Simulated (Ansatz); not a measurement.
Start from Si in the diamond structure (space group Fd-3m, No. 227; a = 5.434 Å). Axes: x, y, z lie along the cube axes.

The change: the cell is stretched by 1.50 % along z with no lateral relaxation; the atoms relax in the strained cell.

Calculations: PBEsol/PAW in Ansatz (a quantum-chemistry and plane-wave program), spin-orbit coupling left out.

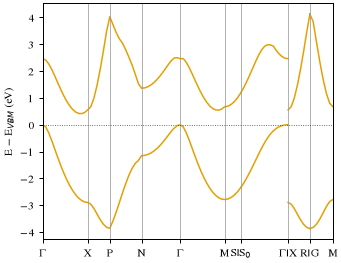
Figure. Highest valence and lowest conduction band along the path of the changed cell's own zone

The gap is 0.41 eV, indirect, Γ → Γ–X (87 % along); the base has 0.47 eV.

Stability against distortions was not tested. Labels are those of the standard path for the cell's own space group.
